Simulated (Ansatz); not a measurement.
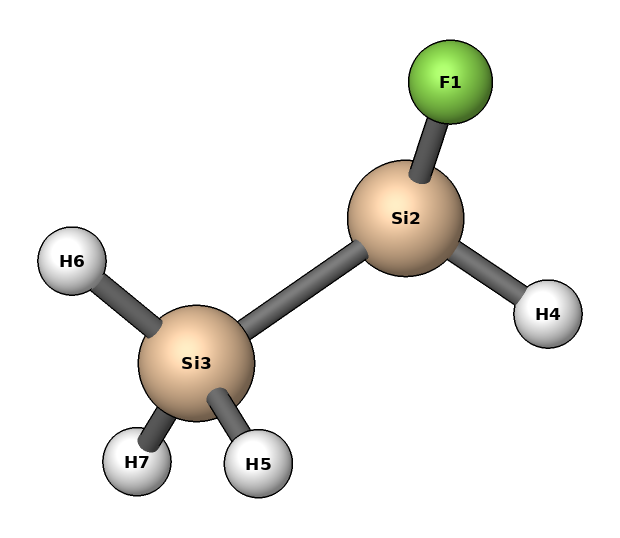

The questions are on Mulliken charges. Charge 0, doublet. Geometry: relaxed with PBE0-D4/def2-TZVP with one coordinate held away from its value at the minimum. Method: UKS PBE0-D4/def2-TZVP (Ansatz 0.2.0).

**Which atom carries the highest charge (most positive or least negative)?**

Si2 (0.32 e).

**And the lowest?**

F1 (−0.31 e).

List the Mulliken charges.

```tsv
atom	value (e)
F1	−0.31
Si2	0.32
Si3	0.00
H4	−0.01
H5	0.00
H6	0.00
H7	0.00
```

Mulliken values depend strongly on the basis set and can even reverse the polarity of a bond.
